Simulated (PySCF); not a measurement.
# C5H10O: excited-state calculation

C5H10O (3-pentanone), SMILES CCC(=O)CC, computed with TDDFT PBE0/def2-SVPD, vertical, IEF-PCM water (non-equilibrium linear response), core orbitals frozen in the response (PySCF 2.14.0).

The geometry comes from this level: GFN2-xTB.

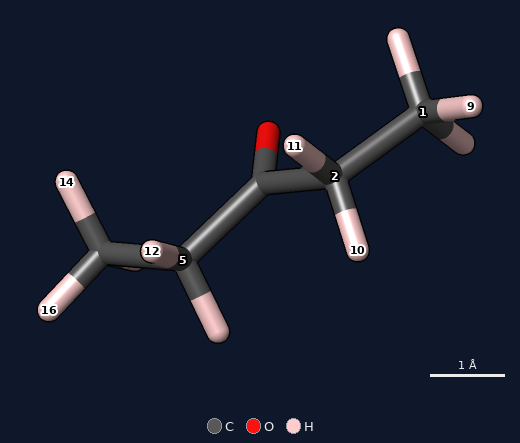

**Figure 1.** The structure as given in the input (stick view, seen at a tilt; atoms are numbered from 1 in the order of the input).

Results in brief

- outcome: converged
- total energy: −271.286663 hartree
- HOMO: −7.33 eV
- LUMO: −0.34 eV
- dipole moment: 4.02 D
- mean polarisability: 84.67 a.u.
- lowest excitation: 4.69 eV
- hardware: 1 CPU thread, shared host
- wall time: 27 s
- peak memory: 0.97 GiB

Input
```
{"job": {"xc": "PBE0", "basis": "def2-SVPD", "nstates": 6, "ntriplets": 0, "solvent": "water", "kind": "uv"}, "charge": 0, "multiplicity": 1}
C     -2.514735     0.357523    -0.305633
C     -1.237385    -0.438344    -0.538476
C     -0.005261     0.288007    -0.031743
O     -0.024889     1.433847     0.334434
C      1.253730    -0.559009    -0.027577
C      2.503146     0.263162     0.259124
H     -2.437809     1.332417    -0.779772
H     -2.672428     0.513066     0.758643
H     -3.373577    -0.168356    -0.715200
H     -1.295217    -1.415877    -0.055008
H     -1.095497    -0.613190    -1.608641
H      1.337976    -1.071686    -0.988173
H      1.127071    -1.327104     0.740504
H      2.648363     1.010312    -0.517022
H      2.398121     0.781304     1.208678
H      3.381317    -0.376373     0.300255
```

The first line tells a small driver script what to run in PySCF; the rest is the geometry in Å.

Launched with:
```bash
OMP_NUM_THREADS=1 python <driver script> task.json out
```

What the program printed
```
coarse grid: 12720 points
cycle   1  E = -271.1225547986  dE =  5.319e-01  |g| = 7.441e-01  |ddm| = 5.361e+00
cycle   2  E = -270.8804939357  dE =  2.421e-01  |g| = 1.350e+00  |ddm| = 2.419e+00
cycle   3  E = -271.2345754374  dE = -3.541e-01  |g| = 1.464e-01  |ddm| = 1.860e+00
cycle   4  E = -271.2395279039  dE = -4.952e-03  |g| = 3.615e-02  |ddm| = 2.296e-01
cycle   5  E = -271.2398310219  dE = -3.031e-04  |g| = 5.484e-03  |ddm| = 6.802e-02
cycle   6  E = -271.2398374321  dE = -6.410e-06  |g| = 1.943e-03  |ddm| = 1.327e-02
final grid: 120968 points
cycle   7  E = -271.2866292227  dE = -2.383e-05  |g| = 1.264e-02  |ddm| = 1.295e-01
cycle   8  E = -271.2865716043  dE =  5.762e-05  |g| = 2.146e-02  |ddm| = 4.341e-02
cycle   9  E = -271.2866620054  dE = -9.040e-05  |g| = 2.370e-03  |ddm| = 2.690e-02
cycle  10  E = -271.2866632344  dE = -1.229e-06  |g| = 9.089e-05  |ddm| = 2.780e-03
cycle  11  E = -271.2866632362  dE = -1.816e-09  |g| = 4.789e-05  |ddm| = 3.397e-04
cycle  12  E = -271.2866632368  dE = -5.731e-10  |g| = 1.085e-05  |ddm| = 1.053e-04
```

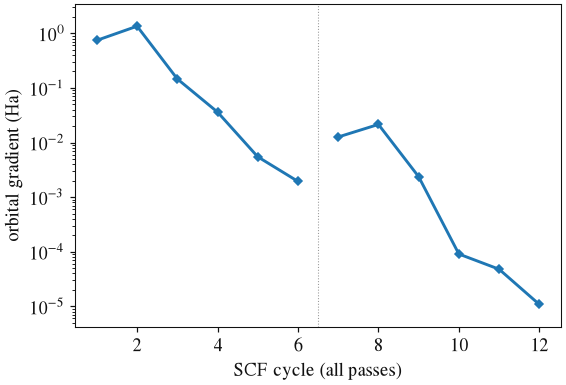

**Figure 2.** Convergence of the self-consistent field: orbital gradient against the SCF cycle. The dotted line marks the change from a coarse to the final integration grid. The first 6 cycles use a coarse grid, the final grid takes over at cycle 7, and the field converges after 12 cycles in all.

```
converged SCF energy = -271.2866632368

Static polarisability (au): isotropic 84.669, principal 72.805 90.026 91.176

Singlet excitations
state   eV       nm        f      main configurations
  1   4.6905    264.3   0.00002   H->L 0.98
  2   6.8718    180.4   0.01422   H->L+1 0.98
  3   7.7618    159.7   0.00049   H->L+3 0.95
  4   7.8038    158.9   0.00408   H->L+2 0.94
  5   7.8936    157.1   0.00157   H-3->L 0.83, H-2->L 0.10
  6   7.9723    155.5   0.06801   H-1->L 0.95
```

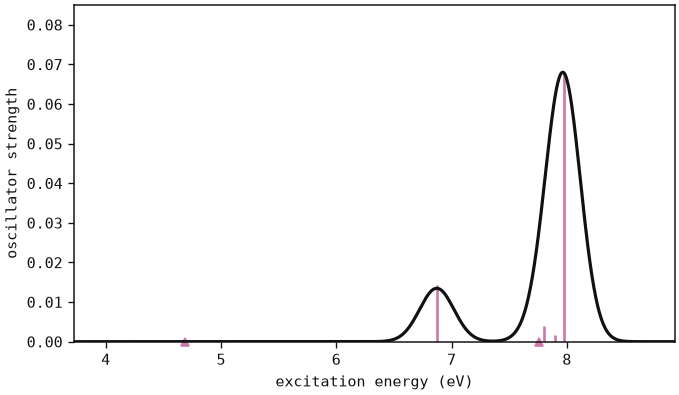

**Figure 3.** Computed excitations as sticks (degenerate states added up, dark ones marked on the axis), with a Gaussian envelope of 0.35 eV full width at half maximum, scaled to the tallest. Of the 6 states the lowest lies at 4.69 eV (f = 0.000); the strongest line is at 7.97 eV, or 156 nm (f = 0.068).

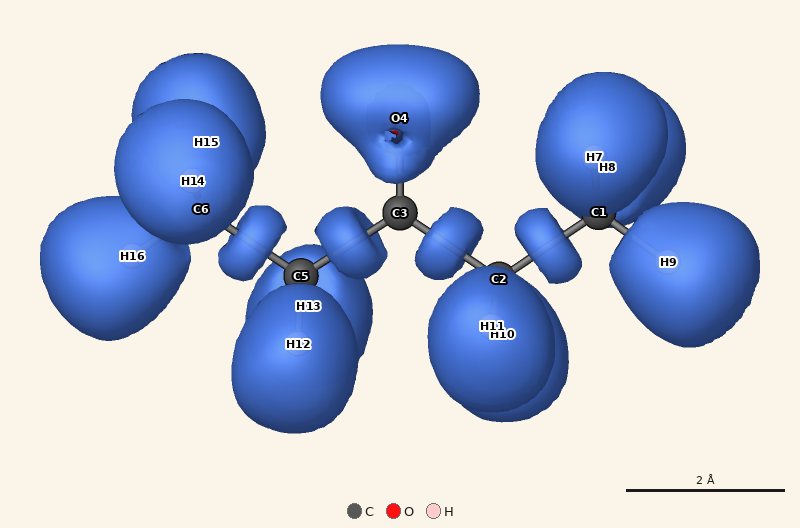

**Figure 4.** Isosurface of the electron localisation function at 0.75 (blue), seen face on. Only the valence region is drawn (cores and ρ < 0.01 e/Å³ removed). Values along the shortest contacts: C–O (1.20 Å): the ELF peaks at about 0.90 between the atoms; a double or triple bond.

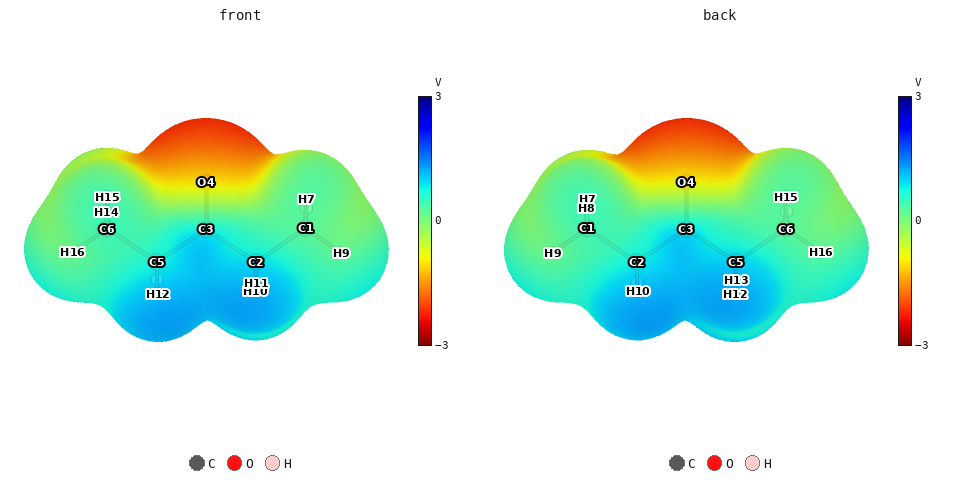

**Figure 5.** The electrostatic potential painted on the density surface at 0.002 e/bohr³, seen face on and from behind; the colour scale runs from red (negative) to blue (positive). Its dipole moment is 4.02 D.
